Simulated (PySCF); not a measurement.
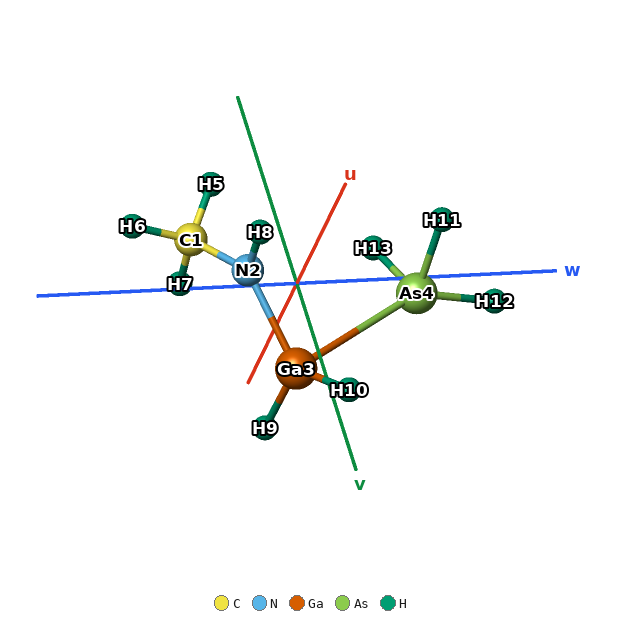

The lines u, v and w are the principal axes of the static dipole polarisability. The geometry was computed by an optimisation with PBE0-D3(BJ)/def2-SVP. No frequency run is at hand to confirm it as a minimum. Level of theory: PBE0/def2-TZVPD (PySCF 2.14.0).

**Along which axis is the molecule most polarisable, and along which least?**

Most along w, least along u.

**Give the three principal values.**

u 79.3, v 92.1, w 108.0 bohr³; mean 93.1, anisotropy 24.9 bohr³.
